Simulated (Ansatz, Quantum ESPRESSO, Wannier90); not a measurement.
# zigzag In chain, bond 2.95 Å, width 1.2 Å: Wannier functions and conductance, part 3 of 5

How many channels does the wire offer, and does a small Wannier basis get them right? The wire: zigzag In chain, bond 2.95 Å, width 1.2 Å.

Quantum ESPRESSO 7.5 and Wannier90 3.1.0; plane-wave DFT, PBE, GBRV ultrasoft pseudopotentials; cross-check by Ansatz 0.2.0 with PAW datasets.

So far. Step 2 (Self-consistent run): The run needed 12 iterations to bring the estimated error under 1e-07 Ry; the largest force on any atom, held or free, is 0.20 eV/Å.

## Step 6: Localisation, bands and conductance

Level of this step: maximally localised Wannier functions and ballistic conductance; plane-wave DFT, PBE, GBRV ultrasoft pseudopotentials (Wannier90).

After disentangling and localising, transport_mode = bulk builds principal layers from hoppings within dist_cutoff and counts open channels.

wan.win

```
num_wann = 8
num_bands = 27
num_iter = 200
num_print_cycles = 20
conv_tol = 1e-8
conv_window = 5
guiding_centres = true
dis_num_iter = 1500
dis_conv_tol = 1e-8
dis_win_min = -12.6111
dis_win_max = 7.3889
dis_froz_max = -0.1111
search_shells = 120
fermi_energy = -1.6111

transport = true
transport_mode = bulk
one_dim_axis = z
dist_cutoff = 16.07
dist_cutoff_mode = one_dim
tran_win_min = -4.0
tran_win_max = 2.0
tran_energy_step = 0.02

bands_plot = true
bands_num_points = 96
begin kpoint_path
G 0.0 0.0 0.0 Z 0.0 0.0 0.5
end kpoint_path

begin projections
In:s;p
end projections

begin unit_cell_cart
ang
  9.0000000000 0.0000000000 0.0000000000
  0.0000000000 8.0000000000 0.0000000000
  0.0000000000 0.0000000000 5.3898051913
end unit_cell_cart

begin atoms_frac
  In -0.0666666667 0.0000000000 0.0000000000
  In 0.0666666667 0.0000000000 0.5000000000
end atoms_frac

mp_grid = 1 1 6
begin kpoints
  0.0 0.0 0.0000000000
  0.0 0.0 0.1666666667
  0.0 0.0 0.3333333333
  0.0 0.0 0.5000000000
  0.0 0.0 0.6666666667
  0.0 0.0 0.8333333333
end kpoints
```

Command:

```sh
> OMP_NUM_THREADS=1 wannier90.x wan > wan.run.log
```

What it wrote:

```text
[banner, memory and clock lines left out]
+---------------------------------------------------+
             |                                                   |
             |                   WANNIER90                       |
             |                                                   |
             +---------------------------------------------------+
             |                                                   |
             |        Welcome to the Maximally-Localized         |
             |        Generalized Wannier Functions code         |
             |                             |
             |                                                   |
             |                                                   |
             |  Wannier90 Developer Group:                       |
             |    Giovanni Pizzi    (EPFL)                       |
             |    Valerio Vitale    (Cambridge)                  |
             |    David Vanderbilt  (Rutgers University)         |
             |    Nicola Marzari    (EPFL)                       |
             |    Ivo Souza         (Universidad del Pais Vasco) |
             |    Arash A. Mostofi  (Imperial College London)    |
             |    Jonathan R. Yates (University of Oxford)       |
             |                                                   |
             |  For the full list of Wannier90 3.x authors,      |
             |  please check the code documentation and the      |
             |  README on the GitHub page of the code            |
             |                                                   |
             |                                                   |
             |                                                   |
             |  [ref] "Wannier90 as a community code:            |
             |        new features and applications",            |
             |        165902 (2020).                             |
             |            |
             |                                                   |
             |  in any publications arising from the use of      |
             |                                                   |
             |  [ref] "Maximally Localized Generalised Wannier   |
             |         Functions for Composite Energy Bands"     |
             |         N. Marzari and D. Vanderbilt              |
             |         Phys. Rev. B 56 12847 (1997)              |
             |                                                   |
             |  [ref] "Maximally Localized Wannier Functions     |
             |         for Entangled Energy Bands"               |
             |         I. Souza, N. Marzari and D. Vanderbilt    |
             |         Phys. Rev. B 65 035109 (2001)             |
             |                                                   |
             |                                                   |
             | Copyright (c) 1996-2020                           |
             |        The Wannier90 Developer Group and          |
             |        individual contributors                    |
             |                                                   |
             |      Release: 3.1.0        5th March    2020      |
             |                                                   |
             | This program is free software; you can            |
             | redistribute it and/or modify it under the terms  |
             | of the GNU General Public License as published by |
             | the Free Software Foundation; either version 2 of |
             | the License, or (at your option) any later version|
             |                                                   |
             | This program is distributed in the hope that it   |
             | will be useful, but WITHOUT ANY WARRANTY; without |
             | even the implied warranty of MERCHANTABILITY or   |
             | FITNESS FOR A PARTICULAR PURPOSE. See the GNU     |
             | General Public License for more details.          |
             |                                                   |
             | You should have received a copy of the GNU General|
             | Public License along with this program; if not,   |
             | write to the Free Software Foundation, Inc.,      |
             | 675 Mass Ave, Cambridge, MA 02139, USA.           |
             |                                                   |
             +---------------------------------------------------+
[date or host left out]
             +---------------------------------------------------+

 ******************************************************************************
 * -> Using CODATA 2006 constant values                                       *
 *    (                      *
 * -> Using Bohr value from CODATA                                            *
 ******************************************************************************

 Running in serial (with parallel executable)

                                    ------
                                    SYSTEM
                                    ------

                              Lattice Vectors (Ang)
                    a_1     9.000000   0.000000   0.000000
                    a_2     0.000000   8.000000   0.000000
                    a_3     0.000000   0.000000   5.389805

                   Unit Cell Volume:     388.06597  (Ang^3)

                        Reciprocal-Space Vectors (Ang^-1)
                    b_1     0.698132   0.000000   0.000000
                    b_2     0.000000   0.785398   0.000000
                    b_3     0.000000   0.000000   1.165754

 *----------------------------------------------------------------------------*
 |   Site       Fractional Coordinate          Cartesian Coordinate (Ang)     |
 +----------------------------------------------------------------------------+
 | In   1  -0.06667   0.00000   0.00000   |   -0.60000   0.00000   0.00000    |
 | In   2   0.06667   0.00000   0.50000   |    0.60000   0.00000   2.69490    |
 *----------------------------------------------------------------------------*
                                ------------
                                K-POINT GRID
                                ------------

             Grid size =  1 x  1 x  6      Total points =    6

 *---------------------------------- MAIN ------------------------------------*
 |  Number of Wannier Functions               :                 8             |
 |  Number of Objective Wannier Functions     :                 8             |
 |  Number of input Bloch states              :                27             |
[...]
WF centre and spread    3  ( -1.146965, -0.000000,  0.005131 )     3.97941023
  WF centre and spread    4  ( -0.597525,  0.000000, -0.000000 )     2.95735492
  WF centre and spread    5  (  0.617841,  0.000000,  2.688913 )     2.24755016
  WF centre and spread    6  (  1.189264, -0.000001,  4.044780 )     8.82267844
  WF centre and spread    7  (  1.146798,  0.000000,  2.700036 )     3.97959130
  WF centre and spread    8  (  0.597544, -0.000000,  2.694902 )     2.95735753
  Sum of centres and spreads ( -0.000217, -0.000002, 13.477610 )    36.01410242

      1    -0.920E+01    16.6039436579       36.0141024042       0.23  <-- CONV
        O_D=      2.6713512 O_OD=     12.5925535 O_TOT=     36.0141024 <-- SPRD
 Delta: O_D= -0.5168555E+01 O_OD= -0.4031212E+01 O_TOT= -0.9199767E+01 <-- DLTA
 Cycle:     20
[...]
Sum of centres and spreads (  0.000219, -0.000001, 13.476618 )    27.30225708

     20    -0.222E-01     0.7144365564       27.3022570625       0.23  <-- CONV
        O_D=      0.0311573 O_OD=      6.5209021 O_TOT=     27.3022571 <-- SPRD
 Delta: O_D= -0.3509497E-02 O_OD= -0.1867560E-01 O_TOT= -0.2218509E-01 <-- DLTA
 Cycle:     40
[...]
Sum of centres and spreads (  0.000063,  0.000002, 13.475255 )    26.88554136

     40    -0.930E-02     0.4486646417       26.8855413446       0.24  <-- CONV
        O_D=      0.0114345 O_OD=      6.1239092 O_TOT=     26.8855413 <-- SPRD
 Delta: O_D=  0.7697839E-03 O_OD= -0.1006773E-01 O_TOT= -0.9297945E-02 <-- DLTA
 Cycle:     60
[...]
Sum of centres and spreads (  0.000605,  0.000011, 13.472177 )    26.77080875

     60    -0.268E-02     0.3210772962       26.7708087354       0.25  <-- CONV
        O_D=      0.0099950 O_OD=      6.0106161 O_TOT=     26.7708087 <-- SPRD
 Delta: O_D= -0.2727708E-03 O_OD= -0.2409731E-02 O_TOT= -0.2682501E-02 <-- DLTA
 Cycle:     80
[...]
Sum of centres and spreads ( -0.000682,  0.000023, 13.474811 )    26.75303079

     80    -0.155E-03     0.2091712101       26.7530307747       0.25  <-- CONV
        O_D=      0.0106952 O_OD=      5.9921380 O_TOT=     26.7530308 <-- SPRD
 Delta: O_D= -0.4531440E-04 O_OD= -0.1095054E-03 O_TOT= -0.1548198E-03 <-- DLTA
 Cycle:    100
[...]
Sum of centres and spreads (  0.000368,  0.000047, 13.473909 )    26.74736599

    100    -0.110E-03     0.0749101789       26.7473659759       0.26  <-- CONV
        O_D=      0.0112706 O_OD=      5.9858977 O_TOT=     26.7473660 <-- SPRD
 Delta: O_D=  0.2317074E-04 O_OD= -0.1330171E-03 O_TOT= -0.1098464E-03 <-- DLTA

 Writing checkpoint file wan.chk... done

 Cycle:    120
[...]
Sum of centres and spreads (  0.000162,  0.000075, 13.474013 )    26.74631738

    120    -0.126E-04     0.0528692827       26.7463173629       0.27  <-- CONV
        O_D=      0.0114703 O_OD=      5.9846494 O_TOT=     26.7463174 <-- SPRD
 Delta: O_D= -0.7492908E-05 O_OD= -0.5112674E-05 O_TOT= -0.1260558E-04 <-- DLTA
 Cycle:    140
[...]
Sum of centres and spreads ( -0.000101,  0.000188, 13.474054 )    26.74575258

    140    -0.791E-06     0.0187120994       26.7457525607       0.28  <-- CONV
        O_D=      0.0118197 O_OD=      5.9837352 O_TOT=     26.7457526 <-- SPRD
 Delta: O_D= -0.8147318E-06 O_OD=  0.2407219E-07 O_TOT= -0.7906596E-06 <-- DLTA
 Cycle:    160
[...]
Sum of centres and spreads ( -0.000047,  0.000214, 13.474045 )    26.74575206

    160    -0.428E-08     0.0019699402       26.7457520442       0.28  <-- CONV
        O_D=      0.0118201 O_OD=      5.9837343 O_TOT=     26.7457520 <-- SPRD
 Delta: O_D=  0.1108659E-07 O_OD= -0.1536639E-07 O_TOT= -0.4279801E-08 <-- DLTA

             <<<     Delta < 1.000E-08  over  5 iterations     >>>
             <<< Wannierisation convergence criteria satisfied >>>

 Final State
  WF centre and spread    1  (  0.024805, -0.000161,  0.000127 )     3.01947876
  WF centre and spread    2  ( -0.001585, -0.000002,  1.347419 )     5.05006326
  WF centre and spread    3  ( -1.429233, -0.000123, -0.000258 )     2.34599656
  WF centre and spread    4  ( -0.597525,  0.000498, -0.000000 )     2.95734308
  WF centre and spread    5  ( -0.024929, -0.000009,  2.695029 )     3.01960474
  WF centre and spread    6  (  0.001715, -0.000001,  4.042183 )     5.05006351
  WF centre and spread    7  (  1.429161, -0.000007,  2.694644 )     2.34583281
  WF centre and spread    8  (  0.597544,  0.000028,  2.694902 )     2.95736930
  Sum of centres and spreads ( -0.000046,  0.000222, 13.474044 )    26.74575201

         Spreads (Ang^2)       Omega I      =    20.750197645
        ================       Omega D      =     0.011820400
                               Omega OD     =     5.983733953
    Final Spread (Ang^2)       Omega Total  =    26.745751998
 Time for wannierise            0.057 (sec)

 Writing checkpoint file wan.chk... done

 *---------------------------------------------------------------------------*
 |                               PLOTTING                                    |
 *---------------------------------------------------------------------------*

 Translated centres
    translation centre in fractional coordinate:  0.000000  0.000000  0.250000
  WF centre     1  (  0.024805, -0.000161,  0.000127 )
  WF centre     2  ( -0.001585, -0.000002,  1.347419 )
  WF centre     3  ( -1.429233, -0.000123, -0.000258 )
  WF centre     4  ( -0.597525,  0.000498, -0.000000 )
  WF centre     5  ( -0.024929, -0.000009,  2.695029 )
  WF centre     6  (  0.001715, -0.000001,  4.042183 )
  WF centre     7  (  1.429161, -0.000007,  2.694644 )
  WF centre     8  (  0.597544,  0.000028,  2.694902 )

 Calculating interpolated band-structure

 Time to calculate interpolated band structure       0.005 (sec)

 Time for plotting              0.007 (sec)

 *---------------------------------------------------------------------------*
 |                              TRANSPORT                                    |
 *---------------------------------------------------------------------------*

 Calculation of Quantum Conductance and DoS: bulk mode

 Maximum imaginary part of the real-space Hamiltonian:     0.000415

     Maximum real part of the real-space Hamiltonian at each lattice point
            Lattice point R           Max |H_ij(R)|
                  -4                     0.000000
                  -3                     0.035096
                  -2                     0.167167
                  -1                     1.801624
                   0                     2.799543
                   1                     1.801624
                   2                     0.167167
                   3                     0.035096
                   4                     0.000000

 Number of unit cells inside the principal layer:     3
 Number of Wannier Functions inside the principal layer:    24

 Calculating quantum conductance and density of states... done

 Time for transport             0.268 (sec)
 Total Execution Time           0.594 (sec)

 *===========================================================================*
 |                             TIMING INFORMATION                            |
 *===========================================================================*
 |    Tag                                                Ncalls      Time (s)|
 |---------------------------------------------------------------------------|
 |kmesh: get                                        :         1         0.008|
 |overlap: allocate                                 :         1         0.000|
 |overlap: read                                     :         1         0.021|
 |dis: main                                         :         1         0.228|
 |wann: main                                        :         1         0.057|
 |plot: main                                        :         1         0.007|
 |tran: main                                        :         1         0.268|
 *---------------------------------------------------------------------------*

 All done: wannier90 exiting
[key lines of the parts left out:]
|  Fermi energy (eV)                         :            -1.611             |
```

It took 1 s on 1 MPI rank of Arm Neoverse V1, shared host; peak memory 0.09 GiB.

Numbers from this step:

```
lead channels at the Fermi level, one spin                                        : 2.000
total spread                                                                      : 26.75 Å²
gauge-invariant spread                                                            : 20.75 Å²
largest misfit to plane-wave levels between mesh points, inside the frozen window : 0.009199 eV
```

Per spin. The quantum conductance of the perfect wire, open channels by energy, zero at the Fermi level:

```csv
energy (eV),"quantum conductance of the perfect wire, open channels"
-4.0000,1
-3.7600,1
-3.5000,1
-3.2600,1
-3.0000,1
-2.7600,1
-2.5000,1
-2.2600,1.9e-5
-2.0000,2.2e-8
-1.7600,3.0e-9
-1.5000,1.0e-9
-1.2600,1.0e-9
-1.0200,1.0e-9
-0.7600,5.0e-9
-0.5000,3.4e-5
-0.2600,1
0.0000,2
0.2400,2
0.5000,2
0.7400,2
1.0000,2
1.2400,3.00
1.5000,3
1.7400,3
2.0000,3.00
```

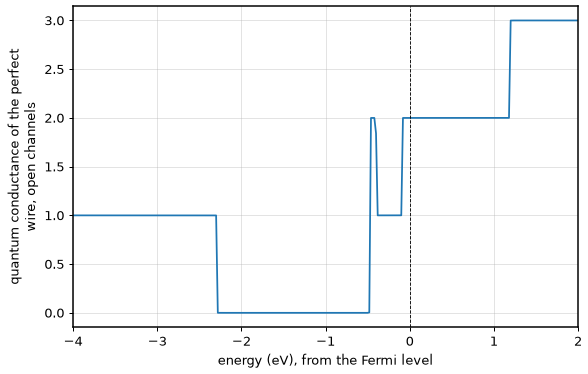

Quantum conductance of the perfect wire, open channels, plotted against energy.

Wannier functions:

```csv
no.,x (Å),y (Å),z (Å),spread (Å²)
1,0.02481,-1.61e-4,1.27e-4,3.019
2,-0.001585,-2.00e-6,1.347,5.05
3,-1.429,-1.23e-4,-2.58e-4,2.346
4,-0.5975,4.98e-4,0,2.957
5,-0.02493,-9.00e-6,2.695,3.02
6,0.001715,-1.00e-6,4.042,5.05
7,1.429,-7.00e-6,2.695,2.346
8,0.5975,2.80e-5,2.695,2.957
```

Electronic bands along the path, in eV, zero at the Fermi level; # counts the bands kept:

```csv
point,#1,#2,#3,#4,#5,#6,#7
Γ,-6.28,-2.29,-0.38,-0.09,1.19,2.03,3.34
Z,-4.97,-4.97,0.48,0.48,1.21,1.21,4.26
```

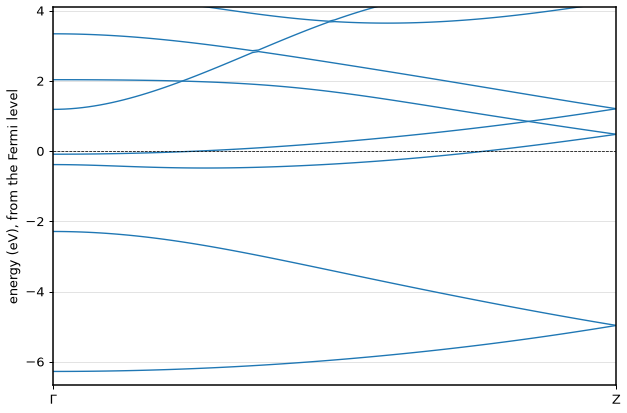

Electronic bands along the path.

Bands and channels are those of the Wannier model: bands that were not projected, and all outside the frozen window, are missing or only approximate.

## Step 7: Neighbour list from wannier90 -pp, with dis_num_iter = 10

A sensitivity test on the input.

wan_w.win, as its differences from the input of step 6:

```diff
@@ -7,3 +7,3 @@
 guiding_centres = true
-dis_num_iter = 1500
+dis_num_iter = 10
 dis_conv_tol = 1e-8
```

Command:

```sh
> OMP_NUM_THREADS=1 wannier90.x -pp wan_w > wan_w.pp.log
```

It took 0.45 s on 1 MPI rank; peak memory 0.09 GiB.

## Step 8: Overlaps and projections

The follow-up step for that run.

wan_w.p2w.in

```
&inputpp
  prefix = 'nscf'
  outdir = './out'
  seedname = 'wan_w'
  write_mmn = .true.
  write_amn = .true.
  write_unk = .false.
/
```

Command:

```sh
> OMP_NUM_THREADS=1 mpirun -n 2 pw2wannier90.x -in wan_w.p2w.in > wan_w.p2w.out
```

Wall time 4.4 s (2 MPI ranks); peak memory 0.18 GiB.

[end of part 3 of 5]

[Logs are printed without paths, hosts, clocks, repeated set-up lines and the standing remarks that a program may print on its own settings, such as how far it seeks lower states.]

[Hosts, paths, dates, database ids (printed as entryN), source tags and the programs' standing remarks are cut or masked in the printed files.]

[Maps of the electrostatic potential energy from Ansatz leave out the sawtooth potential of an applied field or a dipole correction, so their vacuum need not be flat; planar profiles and work functions include it.]
